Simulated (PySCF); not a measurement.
Input

```
{"job": {"kind": "uv", "xc": "CAM-B3LYP", "basis": "def2-SVPD", "dynamic": true, "nstates": 6, "ntriplets": 0}, "charge": 0, "multiplicity": 1}
F      1.555120     0.007614    -0.302699
Si    -0.048170     0.045580    -0.042539
H     -0.524600     1.444297    -0.226921
H     -0.316005    -0.412959     1.348811
H     -0.707835    -0.860930    -1.022544
```

Command:

```sh
OMP_NUM_THREADS=1 python probes_run.py task.json out
```

Geometry: PBE0-D3(BJ)/def2-SVP.

Level of theory: CAM-B3LYP/def2-SVPD, SCF density, gas phase (PySCF 2.14.0).

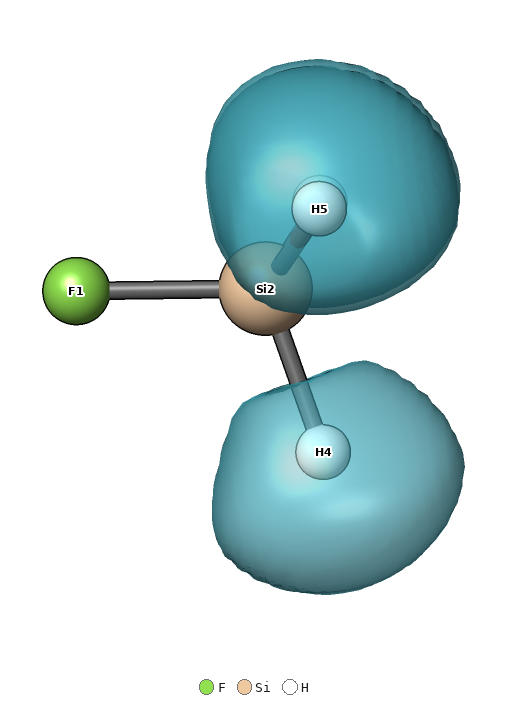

FH$_{3}$Si (monofluorosilane). Isosurface of the electron localisation function at 0.9 (cyan), seen from one side. Core shells and regions of very low density are left out.

Question: Where are the electrons localised?

Answer: At this value the surface marks out three regions around hydrogen nuclei.

Values along the shortest contacts:
Si–F (1.62 Å): the ELF peaks at about 0.85 in the valence shell of F, 0.6 Å from its nucleus, and is about 0.45 at the midpoint. Si–H (1.49 Å): the ELF climbs to about 1 towards the hydrogen, as it does in any bond to H.
